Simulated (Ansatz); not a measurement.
# Preparing Na2WO4 (Fd-3m) as a host crystal, part 2 of 2

Before any defect goes in: Na2WO4 (Fd-3m) at rest, and how it screens a charge.

Ansatz 0.2.0; plane-wave PAW DFPT, PBEsol; dielectric tensors, Born charges and zone-centre modes of the host (the session's first sound run).

So far, mean electronic dielectric tensor: step 2 (dielectric tensors of the host) 2.87.

### 5. Defect free supercell relaxed from displaced atoms

This step: plane-wave PAW DFT, PBEsol; relaxation of the defect-free supercell from random displacements, a test of the host's stability (Ansatz 0.2.0).

pristine.rattled/input.yaml

```yaml
crystal:
  lattice:
    - [9.1091060955, 0.0, 0.0]
    - [0.0, 9.1091060955, 0.0]
    - [0.0, 0.0, 9.1091060955]
  atoms:
    - { symbol: Na, position: [0.125, 0.375, 0.375] }
    - { symbol: Na, position: [0.125, 0.875, 0.875] }
    - { symbol: Na, position: [0.625, 0.375, 0.875] }
    - { symbol: Na, position: [0.625, 0.875, 0.375] }
    - { symbol: Na, position: [0.375, 0.125, 0.375] }
    - { symbol: Na, position: [0.375, 0.625, 0.875] }
    - { symbol: Na, position: [0.875, 0.125, 0.875] }
    - { symbol: Na, position: [0.875, 0.625, 0.375] }
    - { symbol: Na, position: [0.375, 0.375, 0.125] }
    - { symbol: Na, position: [0.375, 0.875, 0.625] }
    - { symbol: Na, position: [0.875, 0.375, 0.625] }
    - { symbol: Na, position: [0.875, 0.875, 0.125] }
    - { symbol: Na, position: [0.125, 0.125, 0.125] }
    - { symbol: Na, position: [0.125, 0.625, 0.625] }
    - { symbol: Na, position: [0.625, 0.125, 0.625] }
    - { symbol: Na, position: [0.625, 0.625, 0.125] }
    - { symbol: W, position: [0.25, 0.25, 0.75] }
    - { symbol: W, position: [0.25, 0.75, 0.25] }
    - { symbol: W, position: [0.75, 0.25, 0.25] }
    - { symbol: W, position: [0.75, 0.75, 0.75] }
    - { symbol: W, position: [0.0, 0.0, 0.5] }
    - { symbol: W, position: [0.0, 0.5, 0.0] }
    - { symbol: W, position: [0.5, 0.0, 0.0] }
    - { symbol: W, position: [0.5, 0.5, 0.5] }
    - { symbol: O, position: [0.3632879699, 0.1367120301, 0.6367120301] }
    - { symbol: O, position: [0.3632879699, 0.6367120301, 0.1367120301] }
    - { symbol: O, position: [0.8632879699, 0.1367120301, 0.1367120301] }
    - { symbol: O, position: [0.8632879699, 0.6367120301, 0.6367120301] }
    - { symbol: O, position: [0.1367120301, 0.3632879699, 0.6367120301] }
    - { symbol: O, position: [0.1367120301, 0.8632879699, 0.1367120301] }
    - { symbol: O, position: [0.6367120301, 0.3632879699, 0.1367120301] }
    - { symbol: O, position: [0.6367120301, 0.8632879699, 0.6367120301] }
    - { symbol: O, position: [0.1367120301, 0.1367120301, 0.8632879699] }
    - { symbol: O, position: [0.1367120301, 0.6367120301, 0.3632879699] }
    - { symbol: O, position: [0.6367120301, 0.1367120301, 0.3632879699] }
    - { symbol: O, position: [0.6367120301, 0.6367120301, 0.8632879699] }
    - { symbol: O, position: [0.3632879699, 0.3632879699, 0.8632879699] }
    - { symbol: O, position: [0.3632879699, 0.8632879699, 0.3632879699] }
    - { symbol: O, position: [0.8632879699, 0.3632879699, 0.3632879699] }
    - { symbol: O, position: [0.8632879699, 0.8632879699, 0.8632879699] }
    - { symbol: O, position: [0.3867120301, 0.1132879699, 0.1132879699] }
    - { symbol: O, position: [0.3867120301, 0.6132879699, 0.6132879699] }
    - { symbol: O, position: [0.8867120301, 0.1132879699, 0.6132879699] }
    - { symbol: O, position: [0.8867120301, 0.6132879699, 0.1132879699] }
    - { symbol: O, position: [0.1132879699, 0.3867120301, 0.1132879699] }
    - { symbol: O, position: [0.1132879699, 0.8867120301, 0.6132879699] }
    - { symbol: O, position: [0.6132879699, 0.3867120301, 0.6132879699] }
    - { symbol: O, position: [0.6132879699, 0.8867120301, 0.1132879699] }
    - { symbol: O, position: [0.1132879699, 0.1132879699, 0.3867120301] }
    - { symbol: O, position: [0.1132879699, 0.6132879699, 0.8867120301] }
    - { symbol: O, position: [0.6132879699, 0.1132879699, 0.8867120301] }
    - { symbol: O, position: [0.6132879699, 0.6132879699, 0.3867120301] }
    - { symbol: O, position: [0.3867120301, 0.3867120301, 0.3867120301] }
    - { symbol: O, position: [0.3867120301, 0.8867120301, 0.8867120301] }
    - { symbol: O, position: [0.8867120301, 0.3867120301, 0.8867120301] }
    - { symbol: O, position: [0.8867120301, 0.8867120301, 0.3867120301] }
basis:
  ecutwfc: 420
  xc_grid: 2
hamiltonian:
  xc: pbesol
kpoints:
  mp_grid: { grid: [1, 1, 1], shift: [0.25, 0.25, 0.25] }
scf:
  occupations: { method: fermi_dirac, width: 0.01 }
  max_iter: 80
output:
  forces: true
relax:
  f_tol: 0.01
  max_steps: 120
  random_displacement: { amplitude: 0.08, seed: 7360 }
checkpoint:
  write: "../pristine.rattled.run"
  compress: false
  write_wavefunctions: false
  write_every: 100000
```

Launch:

```bash
$ ansatz run input.yaml --threads 8 --pin off --max-ram 22609MiB --backend cpu --events-out ev --progress --plain --runs-dir out
```

Numbers of over 12 decimals in the logs are rounded to 6 here.

The program printed:

```text
[...]
Crystal: 56 atoms, lattice volume = 755.835 Å³
Basis set: ecut = 420 eV, 14771 PW (Γ), exchange–correlation on 128×128×128 points (8 copies of the dense FFT grid, shifted against one another)
Bands: 280, of which v1, the nominal top of the filled ones, is band 224 counted from 1 (223 counted from 0)
Symmetry: 1 space group operations
k-points: 1
[...]
SCF iter   1: F=—  HF=-123650.571458 eV  |F-HF|=—  |Δ(HF+E_count)|=         —  Δρ=1.51e-2  dr2=1.83e0  ethr=1.77e-3  ⟨swp⟩=6.0  Hψ=982  notcnv=0  defer=37
[...]
SCF iter   9: F=-123650.211504 eV  HF=-123650.211506 eV  |F-HF|=1.86e-6  |Δ(HF+E_count)|=   2.30e-7  Δρ=1.64e-5  dr2=2.24e-6  ethr=5.58e-10  ⟨swp⟩=4.0  Hψ=818  notcnv=0
SCF 1 converged in 9 iterations: F = -123650.211504 eV  dr2 = 2.24e-6
[...]
relax step   1: F+E_penalty+E_count = -123650.21150389 eV  Δ(F+E_penalty+E_count) = +0.000e0 eV  max|allowed force component| = 7.416e0 eV/Å  Δτ_max = 0.0000 Å  (9 SCF iters, dr2 threshold 2.50e-6 eV, accepted)
[... the SCF cycles and remarks between the steps are left out from here to the last step ...]
relax step   2: F+E_penalty+E_count = -123652.94841941 eV  Δ(F+E_penalty+E_count) = -2.737e0 eV  max|allowed force component| = 1.210e0 eV/Å  Δτ_max = 0.1512 Å  (7 SCF iters, dr2 threshold 1.00e-4 eV, accepted)
relax step   3: F+E_penalty+E_count = -123653.20658571 eV  Δ(F+E_penalty+E_count) = -2.582e-1 eV  max|allowed force component| = 1.213e-2 eV/Å  Δτ_max = 0.0813 Å  (7 SCF iters, dr2 threshold 9.15e-5 eV, accepted)
relax step   4: F+E_penalty+E_count = -123653.20658737 eV  Δ(F+E_penalty+E_count) = -1.652e-6 eV  max|allowed force component| = 1.230e-2 eV/Å  Δτ_max = 0.0000 Å  (6 SCF iters, accepted)
relax step   5: F+E_penalty+E_count = -123653.20691956 eV  Δ(F+E_penalty+E_count) = -3.322e-4 eV  max|allowed force component| = 1.084e-2 eV/Å  Δτ_max = 0.0062 Å  (8 SCF iters, accepted)
SCF iter   1: F=—  HF=-123653.196485 eV  |F-HF|=—  |Δ(HF+E_count)|=         —  Δρ=1.73e-4  dr2=1.12e-4  ethr=5.35e-7  ⟨swp⟩=2.0  Hψ=475  notcnv=0  defer=39
[...]
SCF iter   6: F=-123653.207006 eV  HF=-123653.207006 eV  |F-HF|=2.05e-8  |Δ(HF+E_count)|=   8.16e-9  Δρ=2.76e-6  dr2=6.49e-8  ethr=2.23e-11  ⟨swp⟩=3.0  Hψ=948  notcnv=0
SCF 6 converged in 6 iterations: F = -123653.207006 eV  dr2 = 6.49e-8
relax step   6: F+E_penalty+E_count = -123653.20700579 eV  Δ(F+E_penalty+E_count) = -8.623e-5 eV  max|allowed force component| = 2.973e-3 eV/Å  Δτ_max = 0.0019 Å  (6 SCF iters, accepted)
SCF converged after 6 iterations
Free energy (F): -123653.207006 eV
[...]
Internal energy: -123653.207006 eV  (E = F + TS)
E sigma→0 (E₀):  -123653.207006 eV
Fermi energy:    6.970628 eV
[...]
--- Forces (eV/Å), atoms counted from 1 ---
  atom   1  Na    -0.00003659    -0.00001692     0.00004073
  atom   2  Na    -0.00000732    -0.00003331     0.00004108
  atom   3  Na     0.00002259     0.00003987     0.00001548
  atom   4  Na     0.00000685     0.00002260    -0.00000205
  atom   5  Na     0.00003774     0.00001395     0.00001897
  atom   6  Na    -0.00000636    -0.00005492     0.00001142
  atom   7  Na     0.00004549     0.00004088     0.00000862
  atom   8  Na    -0.00002271    -0.00002686     0.00002087
  atom   9  Na    -0.00000065     0.00003724    -0.00001763
  atom  10  Na     0.00002245     0.00001759     0.00002009
  atom  11  Na     0.00003316     0.00006704     0.00002353
  atom  12  Na    -0.00005138     0.00002456    -0.00001892
  atom  13  Na     0.00001737    -0.00006532     0.00001126
  atom  14  Na    -0.00004441    -0.00005059     0.00003964
  atom  15  Na     0.00004389     0.00003892     0.00001715
  atom  16  Na    -0.00006466     0.00001118    -0.00000062
  atom  17  W      0.00183969     0.00215589     0.00284403
  atom  18  W      0.00173610     0.00218248     0.00284325
  atom  19  W      0.00176401     0.00231459     0.00288433
  atom  20  W      0.00181400     0.00223812     0.00285997
  atom  21  W     -0.00173927    -0.00219960    -0.00288546
  atom  22  W     -0.00177992    -0.00226671    -0.00288490
  atom  23  W     -0.00180068    -0.00223661    -0.00297348
  atom  24  W     -0.00176116    -0.00224256    -0.00291651
  atom  25  O     -0.00017004    -0.00083914    -0.00095248
  atom  26  O     -0.00012575    -0.00092176    -0.00105925
  atom  27  O     -0.00007551    -0.00088880    -0.00096500
  atom  28  O     -0.00010848    -0.00088266    -0.00103010
  atom  29  O     -0.00065152    -0.00031246    -0.00090801
  atom  30  O     -0.00070710    -0.00029541    -0.00100575
  atom  31  O     -0.00063853    -0.00031229    -0.00093534
  atom  32  O     -0.00066488    -0.00029386    -0.00098957
  atom  33  O     -0.00055414    -0.00061891    -0.00058789
  atom  34  O     -0.00058632    -0.00059073    -0.00061959
  atom  35  O     -0.00061058    -0.00068069    -0.00052186
  atom  36  O     -0.00065224    -0.00060965    -0.00055201
  atom  37  O     -0.00098450    -0.00108164    -0.00123685
  atom  38  O     -0.00096824    -0.00103309    -0.00122302
  atom  39  O     -0.00102347    -0.00114989    -0.00119810
  atom  40  O     -0.00099982    -0.00103972    -0.00125816
[...]
atom  45  O      0.00061485     0.00032389     0.00076548
  atom  46  O      0.00063205     0.00033656     0.00084628
  atom  47  O      0.00061435     0.00037329     0.00086007
  atom  48  O      0.00070302     0.00032624     0.00100262
  atom  49  O      0.00054601     0.00060599     0.00060353
  atom  50  O      0.00050698     0.00056672     0.00054242
  atom  51  O      0.00052323     0.00054310     0.00072255
  atom  52  O      0.00049789     0.00068728     0.00062890
  atom  53  O      0.00101742     0.00113263     0.00128741
  atom  54  O      0.00112933     0.00116281     0.00140652
  atom  55  O      0.00107359     0.00112715     0.00122728
  atom  56  O      0.00100963     0.00113115     0.00123194
  max |Σ_I F_I| component: 7.59e-5 eV/Å
--- Relaxed structure (6 steps of the walk, 6 accepted, 0 SCFs on fresh bases) ---
  F+E_penalty+E_count = -123653.20700579 eV   max|allowed force component| = 2.973e-3 eV/Å
  atoms:
    - { symbol: Na, position: [0.124098, 0.373972, 0.374953] }
    - { symbol: Na, position: [0.124095, 0.873974, 0.874953] }
    - { symbol: Na, position: [0.624093, 0.373968, 0.874950] }
    - { symbol: Na, position: [0.624095, 0.873967, 0.374951] }
    - { symbol: Na, position: [0.374093, 0.123969, 0.374948] }
    - { symbol: Na, position: [0.374097, 0.623975, 0.874953] }
    - { symbol: Na, position: [0.874090, 0.123969, 0.874949] }
    - { symbol: Na, position: [0.874100, 0.623970, 0.374954] }
    - { symbol: Na, position: [0.374096, 0.373972, 0.124951] }
    - { symbol: Na, position: [0.374094, 0.873971, 0.624950] }
    - { symbol: Na, position: [0.874094, 0.373968, 0.624951] }
    - { symbol: Na, position: [0.874098, 0.873971, 0.124953] }
    - { symbol: Na, position: [0.124092, 0.123977, 0.124951] }
    - { symbol: Na, position: [0.124098, 0.623973, 0.624955] }
    - { symbol: Na, position: [0.624091, 0.123968, 0.624948] }
    - { symbol: Na, position: [0.624101, 0.623969, 0.124952] }
    - { symbol: W, position: [0.249076, 0.248959, 0.749936] }
    - { symbol: W, position: [0.249084, 0.748958, 0.249942] }
    - { symbol: W, position: [0.749080, 0.248954, 0.249934] }
    - { symbol: W, position: [0.749081, 0.748953, 0.749939] }
    - { symbol: W, position: [-0.000892, -0.001014, 0.499967] }
    - { symbol: W, position: [-0.000888, 0.498989, -2.792996696225365e-5] }
    - { symbol: W, position: [0.499106, -0.001013, -4.044765122948117e-5] }
    - { symbol: W, position: [0.499113, 0.498983, 0.499966] }
    - { symbol: O, position: [0.362359, 0.135667, 0.636645] }
    - { symbol: O, position: [0.362368, 0.635668, 0.136650] }
    - { symbol: O, position: [0.862362, 0.135663, 0.136642] }
    - { symbol: O, position: [0.862365, 0.635663, 0.636648] }
    - { symbol: O, position: [0.135783, 0.362243, 0.636647] }
    - { symbol: O, position: [0.135790, 0.862243, 0.136654] }
    - { symbol: O, position: [0.635785, 0.362238, 0.136646] }
    - { symbol: O, position: [0.635786, 0.862237, 0.636651] }
    - { symbol: O, position: [0.135784, 0.135667, 0.863222] }
    - { symbol: O, position: [0.135793, 0.635665, 0.363227] }
    - { symbol: O, position: [0.635789, 0.135662, 0.363219] }
    - { symbol: O, position: [0.635791, 0.635660, 0.863224] }
    - { symbol: O, position: [0.362358, 0.362242, 0.863221] }
    - { symbol: O, position: [0.362366, 0.862241, 0.363227] }
    - { symbol: O, position: [0.862362, 0.362238, 0.363218] }
    - { symbol: O, position: [0.862363, 0.862236, 0.863225] }
    - { symbol: O, position: [0.385823, 0.112279, 0.113251] }
    - { symbol: O, position: [0.385831, 0.612276, 0.613256] }
    - { symbol: O, position: [0.885823, 0.112277, 0.613256] }
    - { symbol: O, position: [0.885829, 0.612280, 0.113264] }
    - { symbol: O, position: [0.112406, 0.385705, 0.113262] }
    - { symbol: O, position: [0.112402, 0.885703, 0.613258] }
    - { symbol: O, position: [0.612406, 0.385698, 0.613256] }
    - { symbol: O, position: [0.612400, 0.885702, 0.113248] }
    - { symbol: O, position: [0.112399, 0.112278, 0.386681] }
    - { symbol: O, position: [0.112404, 0.612281, 0.886687] }
    - { symbol: O, position: [0.612398, 0.112279, 0.886673] }
    - { symbol: O, position: [0.612407, 0.612273, 0.386680] }
    - { symbol: O, position: [0.385831, 0.385700, 0.386681] }
    - { symbol: O, position: [0.385824, 0.885704, 0.886674] }
    - { symbol: O, position: [0.885830, 0.385706, 0.886688] }
    - { symbol: O, position: [0.885827, 0.885701, 0.386682] }
```

Run time: 51 s. Hardware: 8 threads of Arm Neoverse V2, shared host; peak memory 1.4 GiB.

Relaxation path:

| step | energy less that of the first step (eV) | largest force component (eV/Å) |
| --- | --- | --- |
| 1 | 0.0000 | 7.4158 |
| 2 | -2.7369 | 1.2097 |
| 3 | -2.9951 | 0.0121 |
| 4 | -2.9951 | 0.0123 |
| 5 | -2.9954 | 0.0108 |
| 6 | -2.9955 | 0.0030 |

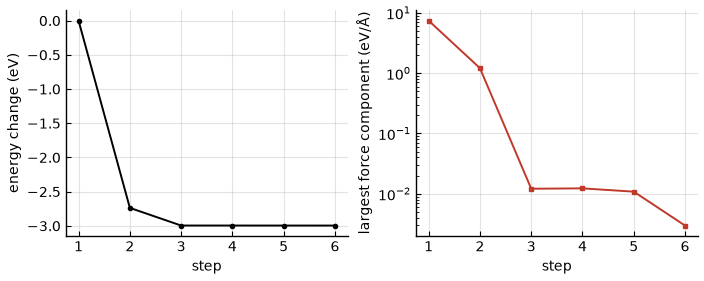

Energy and largest force along the relaxation.

The relaxation ends 53 meV an atom lower than the displaced start, with a largest force component of 0.0030 eV/Å.

### 6. Results

| Property | Result |
| --- | --- |
| electronic dielectric constant | 2.87 |
| static dielectric constant | 6.09 |
| gap on the k-mesh of the response run (PBEsol) | 4.98 eV |
| symmetric supercell less the displaced and relaxed one | 0.000 eV |
| energy an atom at one point at (¼, ¼, ¼) less that on the dense mesh | 0.000 eV |

Step 5: The energy fell by 2.996 eV from the randomly displaced start; the atoms end within 0.005 Å of the sites as typed, once the mean shift is taken out. The displaced cell ends within 0.01 eV of the symmetric one, so no lower structure shows in this supercell. The k-mesh can miss the band edges, so this gap is an upper bound at this level. All at zero temperature.

[Logs are printed without paths, hosts, clocks, repeated set-up lines and the standing remarks that a program may print on its own settings, such as how far it seeks lower states.]

[Hosts, paths, dates, database ids (printed as entryN), source tags and the programs' standing remarks are cut or masked in the printed files.]

[Runs of the host that timed out are not shown.]

[For some hosts the program warned that the k-mesh of the response run may be too coarse for force constants and the static dielectric constant; such warnings are not always shown.]
